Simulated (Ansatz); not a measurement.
**CsNaLa2S4: complex band structure**

Aim: relax a made-up compound, CsNaLa2S4, and see how good a tunnel barrier it would be. It is built by putting Cs for part of the Na in the NaLaS2 structure of space group I4_1/amd, with the volume rescaled by atomic radii. The parent structure comes from the Materials Project.

Program: Ansatz 0.2.0. Level of theory: PBE DFT, plane waves, PAW files, in the first sound run; inputs show where later runs differ. Results are calculated unless marked as measured.

The structure was built from a prototype and need not be the compound's stable phase.

### Step 1. Set-up

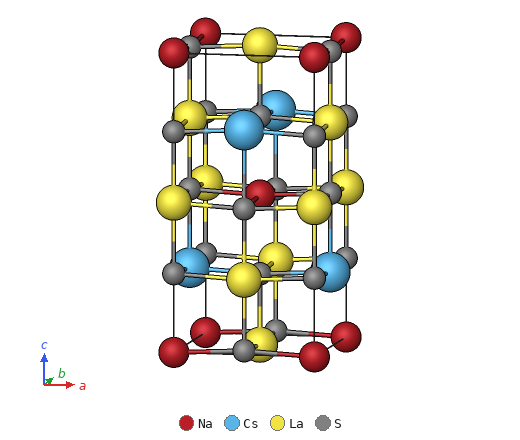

The starting structure, seen slightly off an axis (sodium red, caesium blue, lanthanum yellow, sulfur grey). This picture shows the conventional cell, with its axes. Some periodic images of atoms are drawn too.

### Step 2. Relaxing the new crystal

The substituted atoms don't fit the parent's cell, so cell and atoms relax together. A small smearing keeps the run stable in case the gap closes on the way.

input.yaml reads:

```yaml
crystal:
  lattice:
    - [-3.0256674054, 3.0256674054, 6.3506564246]
    - [3.0256674054, -3.0256674054, 6.3506564246]
    - [3.0256674054, 3.0256674054, -6.3506564246]
  atoms:
    - { symbol: Na, position: [0.0, 0.0, 0.0] }
    - { symbol: Cs, position: [0.75, 0.25, 0.5] }
    - { symbol: La, position: [0.25, 0.75, 0.5] }
    - { symbol: La, position: [0.5, 0.5, 0.0] }
    - { symbol: S, position: [0.48692124, 0.98692124, 0.5] }
    - { symbol: S, position: [0.01307876, 0.51307876, 0.5] }
    - { symbol: S, position: [0.73692124, 0.73692124, 0.0] }
    - { symbol: S, position: [0.26307876, 0.26307876, 0.0] }
kpoints:
  mp_grid: { grid: [6, 6, 6] }
scf:
  occupations: { method: gaussian, width: 0.03 }
hamiltonian:
  xc: pbe
output:
  forces: true
  stress: true
relax:
  f_tol: 0.02
  max_steps: 60
  cell: {}
```

On the command line:

```sh
> ansatz run input.yaml --threads 2 --pin off --max-ram 4096MiB --backend cpu --events-out ev --progress --plain --runs-dir out
```

Numbers of over 12 decimals in the logs are rounded to 6 here.

The program printed:

```text
Engine: ansatz 0.2.0, aarch64-unknown-linux-gnu
Pseudopotentials: kind: paw
Pseudopotential: Na, paw, valence charge 9, recommended cutoff 420 eV (normal), Na.paw.azcp
Pseudopotential: Cs, paw, valence charge 9, recommended cutoff 420 eV (normal), Cs.paw.azcp
Pseudopotential: La, paw, valence charge 11, recommended cutoff 420 eV (normal), La.paw.azcp
Pseudopotential: S, paw, valence charge 6, recommended cutoff 420 eV (normal), S.paw.azcp
Functional definition: PBE
  parameter kappa = 0.804
  parameter beta = 0.066725
  exchange = pbe_x(kappa = kappa, mu = beta*pi^2/3)
  correlation = pbe_c(beta = beta)
Crystal: 8 atoms, lattice volume = 232.552 Å³
Basis set: ecut = 420 eV, 4501 PW (Γ), exchange–correlation on 108×108×108 points (8 copies of the dense FFT grid, shifted against one another)
Bands: 40, of which v1, the nominal top of the filled ones, is band 32 counted from 1 (31 counted from 0)
Symmetry: 8 space group operations
Space group: I-4m2 (ITA 119), of the structure as read, at distance tolerance 6.1e-5 Å
k-points: 30 of 216 (time reversal used)
Non-local potential: Na, projectors of the file, l = 0: 3, l = 1: 2, l = 2: 1
Non-local potential: Cs, projectors of the file, l = 0: 3, l = 1: 2, l = 2: 2, l = 3: 2
Non-local potential: La, projectors of the file, l = 0: 3, l = 1: 2, l = 2: 2, l = 3: 3
Non-local potential: S, projectors of the file, l = 0: 2, l = 1: 2, l = 2: 2
PAW form: soft (Blöchl's): semilocal exchange-correlation on the pseudo side does not see the compensation charge
PAW one-centre angular grid: Na, 110 points (default); XC on 64 Gauss nodes
PAW one-centre angular grid: Cs, 194 points (default); XC on 64 Gauss nodes
PAW one-centre angular grid: La, 590 points (default); XC on 64 Gauss nodes
PAW one-centre angular grid: S, 110 points (default); XC on 64 Gauss nodes
Initial density: superposition of atomic densities (neutral atoms: chi_scale 0, normalization atom), corrected by the library's trained network
Initial wavefunctions: pseudopotential atomic-orbital guess
Functional: x = pbe(κ = 0.804, μ = 0.219515), c = pbe(β = 0.066725)
SCF iter   1: F=—  HF=-23278.853681 eV  |F-HF|=—  |Δ(HF+E_count)|=         —  Δρ=1.51e-3  dr2=1.15e-2  ethr=1.77e-3  ⟨swp⟩=7.3  Hψ=4884  notcnv=0
preconditioner: auto → Resta (q_TF=auto, 2.200 Å⁻¹)  ε∞=4.3  [insulator: Δε(μ)=1.314 eV  Ē_g=9.474 eV  σ=0.030 eV  W_gap=1.00  n_scr=36 (ndim 8)  ℏωp=17.2 eV  f_vac=0.001  D(μ)=0.00/eV (n_scr^D=0)  ε∞_Penn≈4.3]
SCF iter   2: F=—  HF=-23278.845485 eV  |F-HF|=—  |Δ(HF+E_count)|=   8.20e-3  Δρ=7.64e-4  dr2=2.76e-3  ethr=1.80e-5  ⟨swp⟩=3.2  Hψ=2582  notcnv=0  defer=81
SCF iter   3: F=—  HF=-23278.844990 eV  |F-HF|=—  |Δ(HF+E_count)|=   4.94e-4  Δρ=2.47e-4  dr2=3.13e-4  ethr=4.31e-6  ⟨swp⟩=2.5  Hψ=2051  notcnv=0  defer=81
SCF iter   4: F=—  HF=-23278.844941 eV  |F-HF|=—  |Δ(HF+E_count)|=   4.98e-5  Δρ=8.21e-5  dr2=2.36e-5  ethr=4.90e-7  ⟨swp⟩=2.0  Hψ=1903  notcnv=0  defer=81
SCF iter   5: F=—  HF=-23278.844939 eV  |F-HF|=—  |Δ(HF+E_count)|=   1.56e-6  Δρ=2.95e-5  dr2=2.75e-6  ethr=3.69e-8  ⟨swp⟩=2.3  Hψ=1975  notcnv=0  defer=81
SCF iter   6: F=—  HF=-23278.844939 eV  |F-HF|=—  |Δ(HF+E_count)|=   3.82e-7  Δρ=7.90e-6  dr2=2.00e-7  ethr=4.30e-9  ⟨swp⟩=2.0  Hψ=1710  notcnv=0  defer=81
SCF iter   7: F=-23278.844940 eV  HF=-23278.844940 eV  |F-HF|=1.24e-8  |Δ(HF+E_count)|=   1.85e-7  Δρ=2.03e-6  dr2=1.34e-8  ethr=1.56e-10  ⟨swp⟩=4.6  Hψ=4256  notcnv=0
SCF 1 converged in 7 iterations: F = -23278.844940 eV  dr2 = 1.34e-8
  greatest PAW one-centre occupation: 0.999 electrons in one spin orbital (limit 2), on the Na atom at site 0 (counted from 0), in its partial waves of l = 0
relax step   1: F+E_penalty+E_count = -23278.84493969 eV  Δ(F+E_penalty+E_count) = +0.000e0 eV  max|allowed force component| = 8.377e-1 eV/Å  Δτ_max = 0.0000 Å  P = +0.021 GPa  Ω = 232.552 Å³  (7 SCF iters, dr2 threshold 1.00e-7 eV, accepted)
Crystal: 8 atoms, lattice volume = 232.948 Å³
Basis set: ecut = 420 eV, 4549 PW (Γ), exchange–correlation on 108×108×108 points (8 copies of the dense FFT grid, shifted against one another)
Initial density: handed on by an earlier stage of this run
Initial wavefunctions: those handed on with the density
iter 1 solved again at ethr=4.11e-4 eV; its pass at ethr=3.10e-3 eV (dr2=2.63e-1 eV) is discarded
SCF iter   1: F=—  HF=-23279.213868 eV  |F-HF|=—  |Δ(HF+E_count)|=         —  Δρ=6.98e-3  dr2=2.74e-1  ethr=4.11e-4  ⟨swp⟩=1.0  Hψ=8076  notcnv=0
preconditioner: auto → Resta (q_TF=auto, 2.200 Å⁻¹)  ε∞=4.2  [insulator: Δε(μ)=1.580 eV  Ē_g=9.545 eV  σ=0.030 eV  W_gap=1.00  n_scr=36 (ndim 8)  ℏωp=17.2 eV  f_vac=0.001  D(μ)=0.00/eV (n_scr^D=0)  ε∞_Penn≈4.2]
SCF iter   2: F=—  HF=-23279.152698 eV  |F-HF|=—  |Δ(HF+E_count)|=   6.12e-2  Δρ=3.54e-3  dr2=5.42e-2  ethr=4.11e-4  ⟨swp⟩=5.0  Hψ=2292  notcnv=0  defer=1
SCF iter   3: F=—  HF=-23279.141118 eV  |F-HF|=—  |Δ(HF+E_count)|=   1.16e-2  Δρ=1.19e-3  dr2=4.98e-3  ethr=8.46e-5  ⟨swp⟩=4.9  Hψ=2168  notcnv=0  defer=3
SCF iter   4: F=—  HF=-23279.140842 eV  |F-HF|=—  |Δ(HF+E_count)|=   2.76e-4  Δρ=3.11e-4  dr2=2.55e-4  ethr=7.79e-6  ⟨swp⟩=2.9  Hψ=2111  notcnv=0  defer=14
SCF iter   5: F=—  HF=-23279.140930 eV  |F-HF|=—  |Δ(HF+E_count)|=   8.81e-5  Δρ=6.70e-5  dr2=1.55e-5  ethr=3.99e-7  ⟨swp⟩=2.0  Hψ=1807  notcnv=0  defer=14
SCF iter   6: F=—  HF=-23279.140943 eV  |F-HF|=—  |Δ(HF+E_count)|=   1.37e-5  Δρ=1.50e-5  dr2=8.75e-7  ethr=2.42e-8  ⟨swp⟩=2.0  Hψ=1990  notcnv=0  defer=14
SCF iter   7: F=-23279.140944 eV  HF=-23279.140944 eV  |F-HF|=4.53e-8  |Δ(HF+E_count)|=   7.82e-7  Δρ=5.92e-6  dr2=1.23e-7  ethr=1.25e-9  ⟨swp⟩=4.5  Hψ=4367  notcnv=0
SCF 2 converged in 7 iterations: F = -23279.140944 eV  dr2 = 1.23e-7
relax step   2: F+E_penalty+E_count = -23279.14094422 eV  Δ(F+E_penalty+E_count) = -2.960e-1 eV  max|allowed force component| = 3.701e-1 eV/Å  Δτ_max = 0.1953 Å  P = +1.439 GPa  Ω = 232.948 Å³  energy of the carried Pulay correction = -5.952e-6 eV  (7 SCF iters, dr2 threshold 8.00e-7 eV, accepted)
Crystal: 8 atoms, lattice volume = 240.801 Å³
Basis set: ecut = 420 eV, 4749 PW (Γ), exchange–correlation on 108×108×108 points (8 copies of the dense FFT grid, shifted against one another)
iter 1 solved again at ethr=4.54e-5 eV; its pass at ethr=3.10e-3 eV (dr2=2.91e-2 eV) is discarded
SCF iter   1: F=—  HF=-23279.197222 eV  |F-HF|=—  |Δ(HF+E_count)|=         —  Δρ=2.06e-3  dr2=3.07e-2  ethr=4.54e-5  ⟨swp⟩=2.3  Hψ=8222  notcnv=0
preconditioner: auto → Resta (q_TF=auto, 2.188 Å⁻¹)  ε∞=4.1  [insulator: Δε(μ)=1.747 eV  Ē_g=9.655 eV  σ=0.030 eV  W_gap=1.00  n_scr=36 (ndim 8)  ℏωp=16.9 eV  f_vac=0.013  D(μ)=0.00/eV (n_scr^D=0)  ε∞_Penn≈4.1]
SCF iter   2: F=—  HF=-23279.189816 eV  |F-HF|=—  |Δ(HF+E_count)|=   7.41e-3  Δρ=9.45e-4  dr2=4.64e-3  ethr=4.54e-5  ⟨swp⟩=6.1  Hψ=3317  notcnv=0  defer=21
SCF iter   3: F=—  HF=-23279.188883 eV  |F-HF|=—  |Δ(HF+E_count)|=   9.32e-4  Δρ=3.10e-4  dr2=4.30e-4  ethr=7.24e-6  ⟨swp⟩=4.0  Hψ=2155  notcnv=0  defer=69
SCF iter   4: F=—  HF=-23279.188897 eV  |F-HF|=—  |Δ(HF+E_count)|=   1.32e-5  Δρ=9.95e-5  dr2=4.78e-5  ethr=6.71e-7  ⟨swp⟩=2.4  Hψ=2156  notcnv=0  defer=70
SCF iter   5: F=—  HF=-23279.188925 eV  |F-HF|=—  |Δ(HF+E_count)|=   2.82e-5  Δρ=3.84e-5  dr2=6.43e-6  ethr=7.47e-8  ⟨swp⟩=2.0  Hψ=1593  notcnv=0  defer=70
SCF iter   6: F=-23279.188928 eV  HF=-23279.188928 eV  |F-HF|=1.81e-7  |Δ(HF+E_count)|=   3.33e-6  Δρ=1.08e-5  dr2=5.09e-7  ethr=1.25e-9  ⟨swp⟩=3.4  Hψ=5159  notcnv=0
SCF 3 converged in 6 iterations: F = -23279.188928 eV  dr2 = 5.09e-7
relax step   3: F+E_penalty+E_count = -23279.18892819 eV  Δ(F+E_penalty+E_count) = -4.798e-2 eV  max|allowed force component| = 1.100e-1 eV/Å  Δτ_max = 0.0347 Å  P = -0.378 GPa  Ω = 240.801 Å³  energy of the carried Pulay correction = -1.220e-4 eV  (6 SCF iters, dr2 threshold 8.00e-7 eV, accepted)
[...]
relax step   4: F+E_penalty+E_count = -23279.19690196 eV  Δ(F+E_penalty+E_count) = -7.974e-3 eV  max|allowed force component| = 2.811e-2 eV/Å  Δτ_max = 0.0227 Å  P = -0.069 GPa  Ω = 240.012 Å³  energy of the carried Pulay correction = -1.105e-4 eV  (5 SCF iters, dr2 threshold 7.56e-7 eV, accepted)
[...]
relax step   5: F+E_penalty+E_count = -23279.19887377 eV  Δ(F+E_penalty+E_count) = -1.972e-3 eV  max|allowed force component| = 7.426e-3 eV/Å  Δτ_max = 0.0151 Å  P = +0.037 GPa  Ω = 239.937 Å³  energy of the carried Pulay correction = -1.094e-4 eV  (6 SCF iters, dr2 threshold 7.43e-8 eV, accepted)
[...]
relax step   6: F+E_penalty+E_count = -23279.19894410 eV  Δ(F+E_penalty+E_count) = -7.033e-5 eV  max|allowed force component| = 3.114e-3 eV/Å  Δτ_max = 0.0040 Å  P = +0.007 GPa  Ω = 240.184 Å³  energy of the carried Pulay correction = -1.130e-4 eV  (5 SCF iters, dr2 threshold 1.32e-8 eV, accepted)
Initial wavefunctions: pseudopotential atomic-orbital guess (no wavefunctions were taken with the density)
iter 1 solved again at ethr=1.15e-7 eV; its pass at ethr=3.10e-3 eV (dr2=7.37e-5 eV) is discarded
SCF iter   1: F=—  HF=-23279.197547 eV  |F-HF|=—  |Δ(HF+E_count)|=         —  Δρ=1.41e-4  dr2=1.23e-6  ethr=1.15e-7  ⟨swp⟩=5.4  Hψ=9792  notcnv=0
preconditioner: auto → Resta (q_TF=auto, 2.189 Å⁻¹)  ε∞=4.1  [insulator: Δε(μ)=1.743 eV  Ē_g=9.625 eV  σ=0.030 eV  W_gap=1.00  n_scr=36 (ndim 8)  ℏωp=16.9 eV  f_vac=0.013  D(μ)=0.00/eV (n_scr^D=0)  ε∞_Penn≈4.1]
SCF iter   2: F=—  HF=-23279.198688 eV  |F-HF|=—  |Δ(HF+E_count)|=   1.14e-3  Δρ=7.11e-5  dr2=2.71e-7  ethr=1.93e-9  ⟨swp⟩=2.0  Hψ=2160  notcnv=0
SCF iter   3: F=—  HF=-23279.199052 eV  |F-HF|=—  |Δ(HF+E_count)|=   3.64e-4  Δρ=9.26e-6  dr2=1.77e-8  ethr=4.24e-10  ⟨swp⟩=2.0  Hψ=2160  notcnv=0
SCF iter   4: F=—  HF=-23279.199058 eV  |F-HF|=—  |Δ(HF+E_count)|=   6.02e-6  Δρ=1.25e-6  dr2=2.93e-9  ethr=2.76e-11  ⟨swp⟩=2.4  Hψ=2196  notcnv=0
SCF iter   5: F=—  HF=-23279.199058 eV  |F-HF|=—  |Δ(HF+E_count)|=   7.09e-8  Δρ=4.35e-7  dr2=1.02e-9  ethr=4.57e-12  ⟨swp⟩=2.0  Hψ=2064  notcnv=0
SCF iter   6: F=—  HF=-23279.199058 eV  |F-HF|=—  |Δ(HF+E_count)|=   4.19e-9  Δρ=1.17e-7  dr2=9.85e-11  ethr=1.59e-12  ⟨swp⟩=2.0  Hψ=2052  notcnv=0
SCF iter   7: F=-23279.199058 eV  HF=-23279.199058 eV  |F-HF|=3.64e-12  |Δ(HF+E_count)|=  9.82e-11  Δρ=4.38e-8  dr2=4.85e-12  ethr=1.00e-12  ⟨swp⟩=4.4  Hψ=4216  notcnv=0
SCF 7 converged in 7 iterations: F = -23279.199058 eV  dr2 = 4.85e-12
relax step   7: F+E_penalty+E_count = -23279.19905802 eV  Δ(F+E_penalty+E_count) = -1.139e-4 eV  max|allowed force component| = 3.096e-3 eV/Å  Δτ_max = 0.0000 Å  P = +0.007 GPa  Ω = 240.184 Å³  stress off target by 2.03e-2 GPa  SCF on the basis re-selected at this cell (its energy is not comparable with the rows above)  (7 SCF iters)
basis re-selected at this cell: Δ(F+E_penalty+E_count) = -1.139e-4 eV, ΔP = +0.000 GPa vs the last step (what re-selecting the basis moved, of the pressure what is left beyond the Pulay correction that the steps carried, after the strain that the cell walked since its last selection, with what the two solves' SCF thresholds leave and, on support functions, any second-order correction that the steps lacked; it is no m [...]
SCF converged after 7 iterations
Free energy (F): -23279.199058 eV
Harris-Foulkes:  -23279.199058 eV  (|F-HF|=3.64e-12)
Internal energy: -23279.199058 eV  (E = F + TS)
E sigma→0 (E₀):  -23279.199058 eV
Fermi energy:    6.435113 eV
--- Per-component energies (eV) ---
  E_band       = -400.897684
  E_kinetic    = 1073.325684
  E_local      = -2882.982338  (includes V_loc(G=0)·N_el)
  E_nonlocal   = 452.192188
  E_hartree    = 995.180244
  E_xc         = -882.220124
  E_vxc        = -823.513713  (∫ρ·V_xc dr)
  E_paw        = -18566.045799  (= ΣΔE_a)
  E_vpaw       = -210.279923  (= ΣTr[D̂ρ^β])
  E_aug_tail   = -0.000028  (compensation charges beyond the density's cutoff)
  E_ewald      = -3468.648884
  E_smearing   = -0.000000  (= −TS)
  E_closure    = 0.000000  (closes the sum)
  Σ components = -23279.199058   (vs F -23279.199058, Δ=0.00e0)
--- Forces (eV/Å), atoms counted from 1 ---
  atom   1  Na    -0.00000000    -0.00000000     0.00000000
  atom   2  Cs     0.00000000    -0.00000000    -0.00000000
  atom   3  La    -0.00000000     0.00000000     0.00000000
  atom   4  La     0.00000000    -0.00000000    -0.00000000
  atom   5  S     -0.00000000    -0.00000000     0.00179549
  atom   6  S     -0.00000000     0.00000000    -0.00179549
  atom   7  S      0.00000000     0.00000000     0.00309581
  atom   8  S      0.00000000     0.00000000    -0.00309581
  max |Σ_I F_I| component: 2.68e-18 eV/Å
--- Stress (GPa, compression-positive) ---
       -0.000120      -0.000000      -0.000000
       -0.000000      -0.000120      -0.000000
       -0.000000      -0.000000       0.020305
  P = ⅓ Tr σ = 0.0067 GPa (0.067 kbar)
--- Relaxed structure (6 steps of the walk, 6 accepted, 1 SCFs on fresh bases) ---
  F+E_penalty+E_count = -23279.19905802 eV   max|allowed force component| = 3.096e-3 eV/Å   (the final SCF, on the basis selected at the relaxed cell)
  cell:  # Å, volume = 240.1839 Å³
    - [-3.050726, 3.050726, 6.451751]
    - [3.050726, -3.050726, 6.451751]
    - [3.050726, 3.050726, -6.451751]
  atoms:
    - { symbol: Na, position: [2.816927046582842e-19, 2.8169270465828385e-19, 0] }
    - { symbol: Cs, position: [0.75, 0.25, 0.500000] }
    - { symbol: La, position: [0.25, 0.75, 0.500000] }
    - { symbol: La, position: [0.5, 0.5, 0] }
    - { symbol: S, position: [0.471724, 0.971724, 0.500000] }
    - { symbol: S, position: [0.028276, 0.528276, 0.5] }
    - { symbol: S, position: [0.717960, 0.717960, 0] }
    - { symbol: S, position: [0.282040, 0.282040, 0] }
```

Elapsed: 82 s, on 2 threads of Arm Neoverse V2, shared host; peak memory 0.64 GiB; 2.7 min of CPU time.

Relaxation path:

```csv
step,energy less that of the first step (eV),largest force component (eV/Å),pressure (GPa),volume (Å³)
1,0.0000,0.8377,0.02,232.55
2,-0.2960,0.3700,1.44,232.95
3,-0.3440,0.1100,-0.38,240.80
4,-0.3520,0.0281,-0.07,240.01
5,-0.3539,0.0074,0.04,239.94
6,-0.3540,0.0031,0.01,240.18
7*,-0.3541,0.0031,0.01,240.18
```

Relaxation steps marked * repeat the geometry before them on a plane-wave basis chosen anew for their cell, so energy and pressure can jump there.

The run keeps the 8 symmetry operations that it works with, so distortions that break them were not tested.

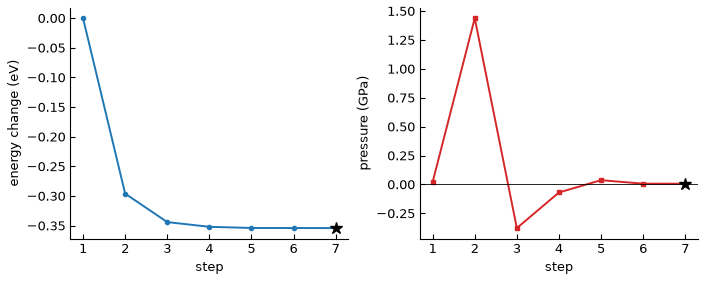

Energy and pressure along the relaxation. Stars mark steps on a basis chosen anew.

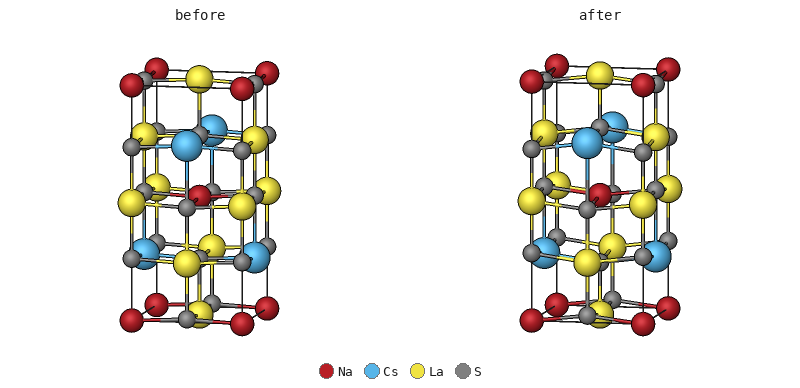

The structure before and after the relaxation, drawn at the same scale.

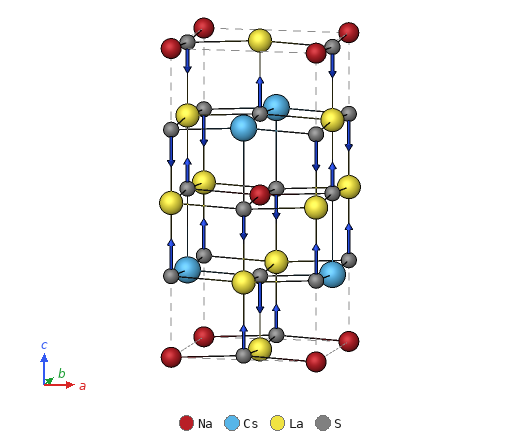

Displacements in the relaxation, exaggerated, measured against the changing cell; the longest in the cell stands for 0.24 Å. Some periodic images of atoms are drawn too.

```csv
"conventional cell, symmetrised",before,after,change
a (Å),6.051,6.101,+0.8 %
b (Å),6.051,6.101,+0.8 %
c (Å),12.701,12.904,+1.6 %
volume (Å³/atom),29.07,30.02,+3.3 %
```

The atoms that moved most (Å, as changes of fractional coordinates times the final cell):

```csv
atom,dx,dy,dz,length
S8,0.000,0.000,0.245,0.245
S7,0.000,0.000,-0.245,0.245
S6,0.000,0.000,0.196,0.196
S5,0.000,0.000,-0.196,0.196
```

Numbers from this step:

```
free energy  : -23279.1991 eV
Fermi energy : 6.435 eV
pressure     : 0.006688 GPa
```

The largest force component on a free atom ends at 0.0031 eV/Å.

### Step 3. Band edges

The energy window and the wavevectors of the next steps follow from the band edges, so these are searched first, off the mesh as well.

input.yaml reads:

```yaml
crystal:
  lattice:
    - [-3.0507256764, 3.0507256764, 6.4517506995]
    - [3.0507256764, -3.0507256764, 6.4517506995]
    - [3.0507256764, 3.0507256764, -6.4517506995]
  atoms:
    - { symbol: Na, position: [0.0, 0.0, 0.0] }
    - { symbol: Cs, position: [0.75, 0.25, 0.5] }
    - { symbol: La, position: [0.25, 0.75, 0.5] }
    - { symbol: La, position: [0.5, 0.5, 0.0] }
    - { symbol: S, position: [0.4717243686, 0.9717243686, 0.5] }
    - { symbol: S, position: [0.0282756314, 0.5282756314, 0.5] }
    - { symbol: S, position: [0.7179597841, 0.7179597841, 0.0] }
    - { symbol: S, position: [0.2820402159, 0.2820402159, 0.0] }
kpoints:
  mp_grid: { grid: [6, 6, 6] }
  band_path: { path: [VBM, CBM], npoints: 30 }
scf:
  occupations: { method: fixed }
hamiltonian:
  xc: pbe
output:
  eigenvalues: true
  write_potential: true
  write_density: true
  volumetric_format: npy
```

The program printed:

```text
[...]
Crystal: 8 atoms, lattice volume = 240.184 Å³
Basis set: ecut = 420 eV, 4701 PW (Γ)
Bands: 40, of which v1, the nominal top of the filled ones, is band 32 counted from 1 (31 counted from 0)
Symmetry: 8 space group operations
[...]
k-points: 30 of 216 (time reversal used)
[...]
SCF iter   1: F=—  HF=-23279.197374 eV  |F-HF|=—  |Δ(HF+E_count)|=         —  Δρ=1.35e-3  dr2=3.64e-3  ethr=1.77e-3  ⟨swp⟩=5.9  Hψ=4454  notcnv=0  defer=111
[...]
SCF iter   7: F=-23279.199179 eV  HF=-23279.199179 eV  |F-HF|=2.32e-9  |Δ(HF+E_count)|=   2.73e-8  Δρ=1.62e-6  dr2=1.22e-8  ethr=1.56e-10  ⟨swp⟩=15.1  Hψ=5529  notcnv=0
SCF 1 converged in 7 iterations: F = -23279.199179 eV  dr2 = 1.22e-8
[...]
NSCF: frozen V_eff on 30 k-points
[...]
SCF converged after 7 iterations
Free energy (F): -23279.199179 eV
[...]
Internal energy: -23279.199179 eV  (E = F + TS)
E sigma→0 (E₀):  -23279.199179 eV
Fermi energy:    5.563408 eV
[...]
--- Band table (eV; the first three rows and the last of 30) ---
  k-point 0: bands = [... 28 lower, 4.8831, 4.9787, 5.5634, 5.5634, 7.3065, 8.1541, 8.1541, 8.2669, ... 4 higher]
  k-point 1: bands = [... 28 lower, 4.6221, 4.9423, 5.1402, 5.3413, 7.7377, 8.1519, 8.1891, 8.2560, ... 4 higher]
  k-point 2: bands = [... 28 lower, 4.3605, 4.5901, 4.7773, 5.0054, 8.1846, 8.1925, 8.2312, 8.2529, ... 4 higher]
  k-point 29: bands = [... 28 lower, 4.8410, 4.9007, 5.5548, 5.5548, 7.6212, 7.9022, 7.9022, 8.0062, ... 4 higher]
```

Wall time 46 s (2 threads); peak memory 0.59 GiB; 90 s of CPU time.

This step gave:

```
free energy         : -23279.1992 eV
Fermi energy        : 5.563 eV
gap on the k-mesh   : 1.743 eV
gap on path         : 1.743 eV, by band count; negative where bands overlap
direct gap on path  : 1.743 eV
edge places on path : 0, 0 1/A along the path
```

Levels at VBM (eV): -7.10, -7.10, -6.69, -2.02, -1.79, -1.79, -1.66, -1.27, -1.27, -1.15, -0.68, -0.68, -0.58, 0.00, 0.00, 1.74, 2.59, 2.59, 2.70, 2.71, 2.77, 2.78, 2.78.

The searched edges give 1.74 eV, as on the mesh.

(Part 1 of 3 ends here.)

[Logs are printed without paths, hosts, clocks, repeated set-up lines and the standing remarks that a program may print on its own settings, such as how far it seeks lower states.]

[Hosts, paths, dates, database ids (printed as entryN), source tags and the programs' standing remarks are cut or masked in the printed files.]
